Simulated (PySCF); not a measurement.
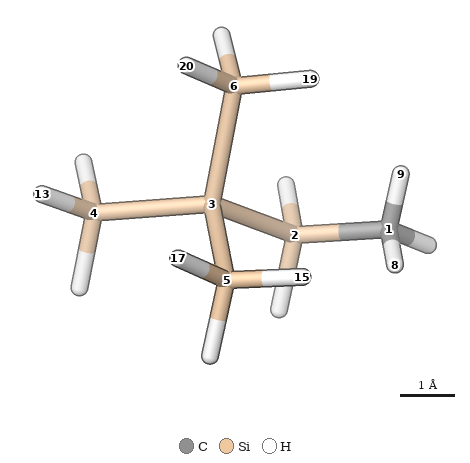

Figure 1. The input geometry (stick view, seen at a tilt; atoms are numbered from 1 in the order of the input). Bond lengths as drawn: C–H 1.10 Å, C–Si 1.88 Å, H–Si 1.50 Å and Si–Si 2.34 Å.

**CH14Si5: NMR shielding calculation**

System: CH14Si5, SMILES C[SiH2][Si]([SiH3])([SiH3])[SiH3].
Method: GIAO PBE0/pcSseg-1 NMR shielding, non-relativistic, IEF-PCM tetrahydrofuran (PySCF 2.14.0).

The geometry comes from this level: PBE0-D3(BJ)/def2-SVP. It belongs to a series of runs on one base structure; here: solvent tetrahydrofuran. Figures and captions count atoms from 1; the log counts them from 0 in places.

## The input
```
{"job": {"kind": "nmr", "xc": "PBE0", "basis": "pcSseg-1", "solvent": "tetrahydrofuran", "pop": false}, "charge": 0, "multiplicity": 1}
C     -2.499013     1.298924     0.466859
Si    -1.836456    -0.257246    -0.363423
Si     0.488892    -0.387197    -0.090937
Si     1.366363    -2.283374    -1.145478
Si     1.474824     1.536714    -0.990956
Si     0.971924    -0.476937     2.199495
H     -3.586924     1.385081     0.321699
H     -2.022998     2.198982     0.048853
H     -2.295722     1.276857     1.548385
H     -2.463453    -1.477431     0.238189
H     -2.157590    -0.252785    -1.826453
H      1.043351    -2.253223    -2.605865
H      2.852663    -2.334270    -0.983786
H      0.775309    -3.520528    -0.547296
H      0.885006     2.758003    -0.357036
H      1.233406     1.605419    -2.465919
H      2.950225     1.539799    -0.744752
H      0.413953    -1.731577     2.793753
H      0.356385     0.693702     2.900788
H      2.448944    -0.448149     2.434244
```

The first line tells a small driver script what to run in PySCF; the rest is the geometry in Å.

Hardware: 1 CPU thread, shared host.

Run as:
```bash
OMP_NUM_THREADS=1 python <driver script> task.json out
```

## What the program printed
```
coarse grid: 17888 points
cycle   1  E = -1493.2170316976  dE = -3.473e-01  |g| = 3.111e-01  |ddm| = 3.852e+00
cycle   2  E = -1493.2134695088  dE =  3.562e-03  |g| = 3.250e-01  |ddm| = 5.442e-01
cycle   3  E = -1493.2410448850  dE = -2.758e-02  |g| = 3.317e-02  |ddm| = 3.005e-01
cycle   4  E = -1493.2413227948  dE = -2.779e-04  |g| = 6.835e-03  |ddm| = 3.949e-02
cycle   5  E = -1493.2413318534  dE = -9.059e-06  |g| = 1.863e-03  |ddm| = 1.242e-02
final grid: 146048 points
cycle   6  E = -1493.2724429130  dE = -1.709e-05  |g| = 4.891e-03  |ddm| = 1.971e-02
cycle   7  E = -1493.2724407099  dE =  2.203e-06  |g| = 5.432e-03  |ddm| = 9.222e-03
cycle   8  E = -1493.2724484442  dE = -7.734e-06  |g| = 4.306e-04  |ddm| = 5.065e-03
cycle   9  E = -1493.2724484780  dE = -3.379e-08  |g| = 6.315e-05  |ddm| = 4.020e-04
cycle  10  E = -1493.2724484790  dE = -9.782e-10  |g| = 1.900e-05  |ddm| = 1.234e-04
```

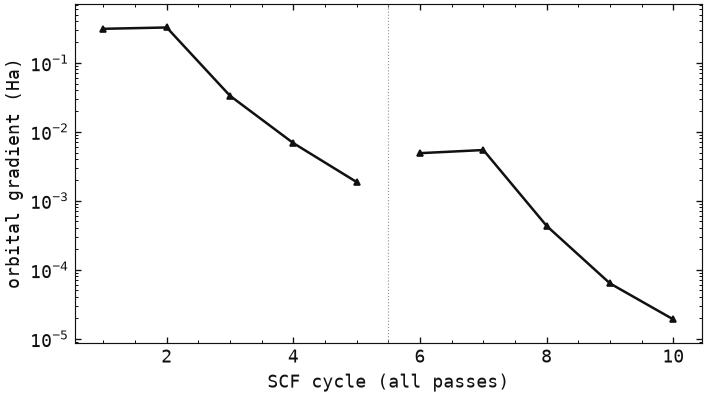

Figure 2. Convergence of the self-consistent field: orbital gradient against the SCF cycle. The dotted line marks the change from a coarse to the final integration grid. The first 5 cycles use a coarse grid, the final grid takes over at cycle 6, and the field converges after 10 cycles in all.

```
converged SCF energy = -1493.2724484790

GIAO shielding tensors (ppm)
atom      isotropic    diamagn.    paramagn.     s11        s22        s33       span
  0 C      193.687     254.695     -61.008    187.203    196.297    197.563     10.360
  1 Si     414.394     881.792    -467.398    384.818    402.413    455.951     71.133
  2 Si     508.331     885.020    -376.688    500.687    508.159    516.147     15.461
  3 Si     451.171     880.629    -429.458    441.527    441.951    470.035     28.508
  4 Si     452.643     881.262    -428.619    439.547    448.056    470.326     30.779
  5 Si     452.336     881.228    -428.892    439.112    447.509    470.388     31.276
  6 H       30.663      27.682       2.981     25.281     27.074     39.633     14.352
  7 H       30.935      31.897      -0.963     25.416     30.112     37.275     11.859
  8 H       30.932      31.676      -0.745     25.526     29.929     37.340     11.814
  9 H       27.222      30.668      -3.446     23.476     25.787     32.405      8.929
 10 H       27.216      30.649      -3.433     23.393     25.812     32.443      9.050
 11 H       27.566      29.388      -1.822     23.908     25.506     33.284      9.376
 12 H       27.568      29.352      -1.783     23.943     25.432     33.329      9.386
 13 H       27.571      29.400      -1.829     23.915     25.513     33.285      9.370
 14 H       27.509      30.221      -2.711     23.651     26.168     32.708      9.057
 15 H       27.563      29.940      -2.377     24.123     25.238     33.328      9.205
 16 H       27.593      29.896      -2.303     23.965     25.400     33.415      9.450
 17 H       27.566      29.915      -2.350     24.118     25.265     33.314      9.196
 18 H       27.516      30.171      -2.655     23.655     26.172     32.720      9.065
 19 H       27.589      29.835      -2.245     23.960     25.388     33.420      9.460
```

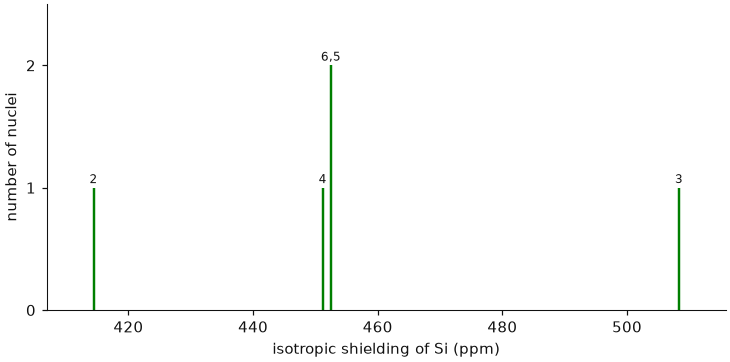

Figure 3. Isotropic shieldings of the silicon nuclei in this fixed geometry, labelled by atom number; shielding grows to the right, so chemical shift grows to the left. The least shielded is Si2 (414.4 ppm), the most shielded Si3 (508.3 ppm).

## Results in brief

- outcome: converged
- total energy: −1493.272448 hartree
- HOMO: −7.69 eV
- LUMO: −0.08 eV
- dipole moment: 1.05 D
- isotropic shielding, C: 193.7 ppm
- isotropic shielding, Si: 414.4 to 508.3 ppm
- isotropic shielding, H: 27.2 to 30.9 ppm
- wall time: 24 s
- peak memory: 1.1 GiB
